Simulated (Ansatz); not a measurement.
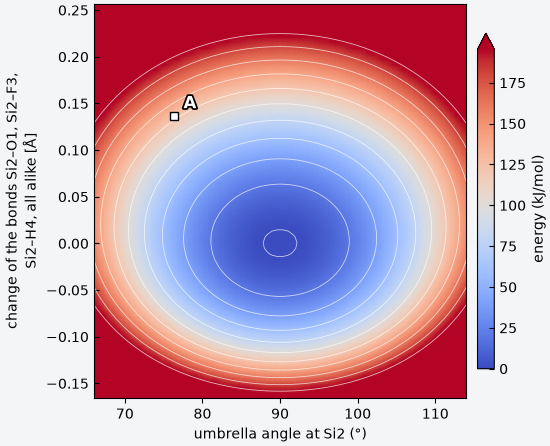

FHOSi, SMILES O=[SiH]F. First axis: umbrella angle at Si2 (between each of its bonds and their common axis; 90 is planar). Second axis: change of the bonds Si2–O1, Si2–F3, Si2–H4, all alike. Nothing is relaxed (all other coordinates rigid). The scan uses a 15 × 15 grid; 120 points were computed and 105 follow by symmetry. Points are written as (first, second). All energies are given in kJ/mol relative to the lowest grid point. Computed with RKS CAM-B3LYP-D4/def2-TZVP (Ansatz).

Drawn: a smooth colour map with a few white contour lines, one colour for all values above the top of the scale, the point A. Between grid points the surface is interpolated.

Which way does the force act at A, and how strong is it?

A, at (76.3°, 0.136 Å), is not a stationary point. The computed force is 5.8 kJ/mol for each degree towards larger values of the first coordinate and 1000 kJ/mol for each Å towards smaller values of the second coordinate.
